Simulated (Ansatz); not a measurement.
C$_{2}$H$_{6}$BO: several calculations on one system

Part 1: Relaxation

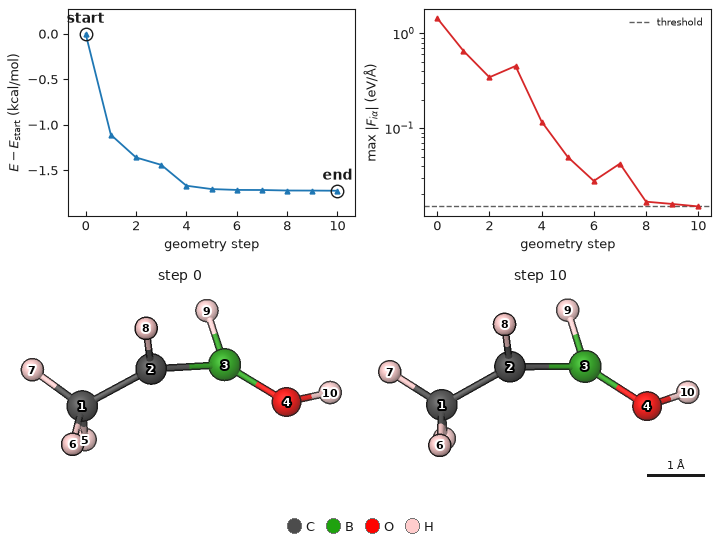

First and last geometry of a relaxation of C2H6BO (charge +1), with the history of the run. The picture is a ball-and-stick view, seen at a tilt.

The run prepares an end point of a later path (torsion) calculation, from a guessed geometry.

Level of theory: RKS PBE0-D4/def2-SVPD in Ansatz.

Input file:
```yaml
crystal:
  periodic: [false, false, false]
  atoms:
    - { symbol: C, position_ang: [-1.25074, 0.67024, -0.40936] }
    - { symbol: C, position_ang: [0.16123, 0.52228, -0.21065] }
    - { symbol: B, position_ang: [0.92569, -0.69205, 0.29704] }
    - { symbol: O, position_ang: [1.36898, -1.06949, 1.44086] }
    - { symbol: H, position_ang: [-1.85289, -0.16597, -0.06383] }
    - { symbol: H, position_ang: [-1.4923, 1.55411, 0.20888] }
    - { symbol: H, position_ang: [-1.5337, 0.99712, -1.4146] }
    - { symbol: H, position_ang: [0.77641, 1.28077, -0.69602] }
    - { symbol: H, position_ang: [1.02879, -1.22838, -0.77991] }
    - { symbol: H, position_ang: [1.86852, -1.86863, 1.62759] }
total_charge: 1
basis:
  gaussian: { orbitals: def2-SVPD }
hamiltonian:
  xc: pbe0
  dispersion: d4
relax:
  f_tol: 0.015
  max_steps: 40
```

Command:
```bash
ansatz run input.yaml --threads 2 --pin off --max-ram 3072MiB --backend cpu --events-out ev --progress --plain --runs-dir out
```

Read the history and describe the run.

It converged. Over 10 geometry steps the energy falls by 1.72 kcal/mol. Largest force component: 1.4 eV/Å at the start, 0.015 eV/Å at the end. The largest move after the best rigid fit is that of H6, 0.13 Å. Largest moves by element: H 0.13 Å, O 0.08 Å, B 0.05 Å, C 0.05 Å. Among the contacts that change: B3–H9 1.208 → 1.248 Å, B3–O4 1.283 → 1.307 Å, C1–H6 1.105 → 1.128 Å, C1–H5 1.087 → 1.095 Å. Bond angles that change, for instance: B3–O4–H10 126.7° → 119.4°, C2–C1–H6 102.7° → 97.0°, C2–B3–H9 95.7° → 92.9°. The run took 29 s on 2 threads of Arm Neoverse V1, on a shared host, peak memory 0.25 GiB.

```csv
step,"E − E(0), kcal/mol","largest force component, eV/Å"
0,0.00,1.4477
1,-1.11,0.6568
2,-1.36,0.3445
3,-1.44,0.4526
4,-1.67,0.1174
5,-1.70,0.0498
6,-1.71,0.0278
7,-1.71,0.0423
8,-1.72,0.0168
9,-1.72,0.0159
10,-1.72,0.0150
```

Part 2: Relaxation

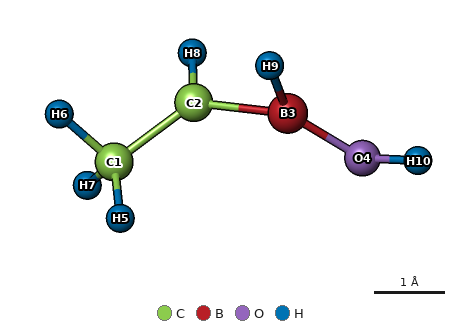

C₂H₆BO (charge +1), before the relaxation. A ball-and-stick model, seen at a tilt.

The run prepares an end point of a later path (torsion) calculation, from a guessed geometry.

Theory: Ansatz, RKS PBE0-D4/def2-SVPD.

Input file:
```yaml
crystal:
  periodic: [false, false, false]
  atoms:
    - { symbol: C, position_ang: [-1.25074, 0.67024, -0.40936] }
    - { symbol: C, position_ang: [0.16123, 0.52228, -0.21065] }
    - { symbol: B, position_ang: [0.92569, -0.69205, 0.29704] }
    - { symbol: O, position_ang: [1.39175, -1.75909, -0.24287] }
    - { symbol: H, position_ang: [-1.85289, -0.16597, -0.06383] }
    - { symbol: H, position_ang: [-1.4923, 1.55411, 0.20888] }
    - { symbol: H, position_ang: [-1.5337, 0.99712, -1.4146] }
    - { symbol: H, position_ang: [0.77641, 1.28077, -0.69602] }
    - { symbol: H, position_ang: [0.94358, -0.34792, 1.45434] }
    - { symbol: H, position_ang: [1.84721, -2.47696, 0.20464] }
total_charge: 1
basis:
  gaussian: { orbitals: def2-SVPD }
hamiltonian:
  xc: pbe0
  dispersion: d4
relax:
  f_tol: 0.015
  max_steps: 40
```

Run as
```bash
ansatz run input.yaml --threads 2 --pin off --max-ram 3072MiB --backend cpu --events-out ev --progress --plain --runs-dir out
```

What does the optimiser find from here?

The energy falls by 48.6 kJ/mol in 27 accepted moves (28 points after the start). Largest force component: 3.1 eV/Å at the start, 0.01 eV/Å at the end. The line search rejected the trial step at point 13 of the run. The largest move after the best rigid fit is that of H7, 1.14 Å. Largest moves by element: H 1.14 Å, O 0.54 Å, C 0.22 Å, B 0.18 Å. Near-neighbour distances that change, for instance: C2–H7 2.133 → 1.399 Å, C1–H7 1.094 → 1.251 Å, C2–B3 1.522 → 1.597 Å, B3–O4 1.283 → 1.328 Å. Among the angles between lasting bonds that change: C2–C1–H7 114.4° → 63.7°, C2–B3–H9 95.7° → 117.3°, C2–B3–O4 134.9° → 115.3°. Groups turn about C2–B3 by about 35°.

The structure at the end:

```xyz
10

C    -1.2873    0.6569   -0.2029
C     0.0977    0.6884   -0.0849
B     0.9762   -0.5548    0.3989
O     0.8713   -1.6491   -0.3458
H    -1.8484   -0.2435    0.0704
H    -1.8566    1.5562   -0.4625
H    -0.6371    0.3247   -1.2182
H     0.5860    1.6383   -0.3476
H     1.6302   -0.4131    1.3975
H     1.3842   -2.4214   -0.0773
```

After the run, drawn alike:

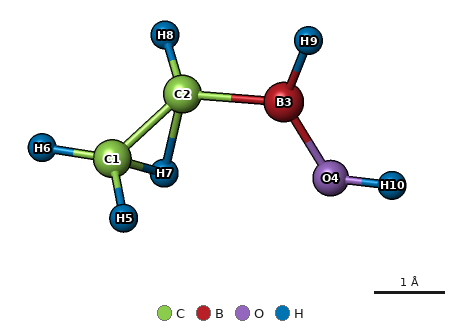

Part 3: Path

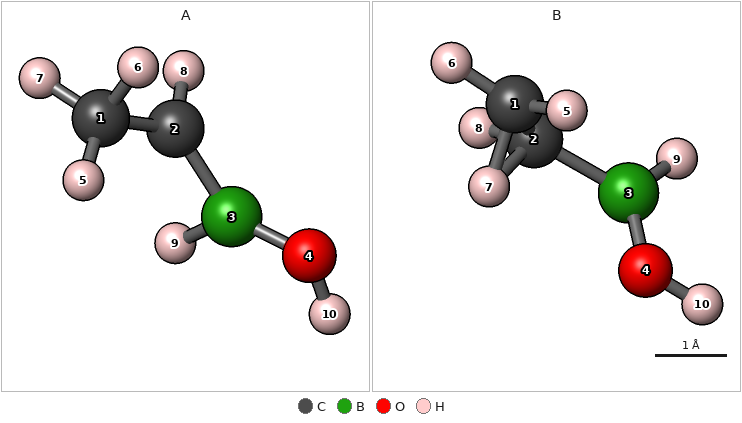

The two relaxed end points of a path for C₂H₆BO (charge +1). The picture is a ball-and-stick view, seen from a free direction.

The calculation used RKS PBE0-D4/def2-SVPD in Ansatz.

The input:
```yaml
crystal:
  periodic: [false, false, false]
  atoms:
    - { symbol: C, position_ang: [-1.255358, 0.640604, -0.43647] }
    - { symbol: C, position_ang: [0.165689, 0.518285, -0.256124] }
    - { symbol: B, position_ang: [0.926576, -0.659788, 0.333129] }
    - { symbol: O, position_ang: [1.346173, -1.038023, 1.512291] }
    - { symbol: H, position_ang: [-1.867433, -0.200085, -0.093132] }
    - { symbol: H, position_ang: [-1.414187, 1.487929, 0.291116] }
    - { symbol: H, position_ang: [-1.571692, 1.06759, -1.399906] }
    - { symbol: H, position_ang: [0.787782, 1.268892, -0.772693] }
    - { symbol: H, position_ang: [1.048868, -1.217502, -0.776192] }
    - { symbol: H, position_ang: [1.833571, -1.867903, 1.59798] }
total_charge: 1
basis:
  gaussian: { orbitals: def2-SVPD }
hamiltonian:
  xc: pbe0
  dispersion: d4
neb:
  order_check: false
  images: 7
  f_tol: 0.03
  max_iterations: 60
  initial_path: idpp
  final_atoms:
    - { symbol: C, position_ang: [-1.19278825, 0.84318494, -0.05808396] }
    - { symbol: C, position_ang: [0.11550223, 0.57633836, -0.44594624] }
    - { symbol: B, position_ang: [1.08452605, -0.42814296, 0.33079892] }
    - { symbol: O, position_ang: [0.65139721, -1.68006096, 0.42116639] }
    - { symbol: H, position_ang: [-1.61084193, 0.38146334, 0.84312703] }
    - { symbol: H, position_ang: [-1.79593398, 1.59861157, -0.57360173] }
    - { symbol: H, position_ang: [-1.03394355, -0.10899614, -0.85312872] }
    - { symbol: H, position_ang: [0.47303482, 1.10279054, -1.34299396] }
    - { symbol: H, position_ang: [2.09879658, 0.02667171, 0.78833666] }
    - { symbol: H, position_ang: [1.21023981, -2.31186139, 0.89032461] }
```

Run as
```bash
ansatz run input.yaml --threads 2 --pin off --max-ram 3072MiB --backend cpu --events-out ev --progress --plain --runs-dir out
```

What barrier does the band find between them, and by what path?

Answer. Forward barrier 6.4 kJ/mol, backward barrier 12.7 kJ/mol, with image 5 at the top; the reaction energy is −6.3 kJ/mol. The motion is a rotation about the C2–B3 bond by about 145°. No bond forms or breaks between the ends. Bond angles that change up to the highest image, for instance: C2–C1–H7 115.3° → 60.3°, C2–B3–H9 92.9° → 120.7°. The band converged in 47 iterations. The largest component of the band force went from 3.3 to 0.023 eV/Å. The climbing image converged on the top of the path. Its vibrational analysis gives one imaginary mode (87i cm⁻¹), as a transition state must have.

Energies of the converged images:

```csv
image,path (Å),E (kJ/mol)
0,0.00,0.0
1,0.55,2.5
2,1.10,3.2
3,1.65,3.3
4,2.19,5.4
5,2.74,6.4
6,3.65,3.5
7,4.55,-3.0
8,5.45,-6.3
```

The geometry at the top of the path:

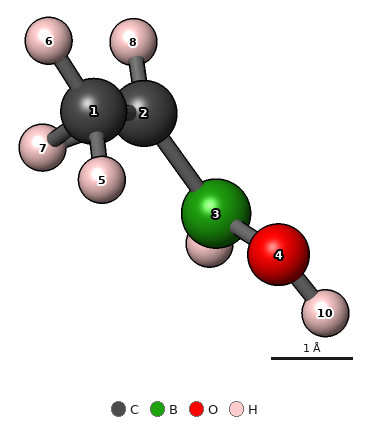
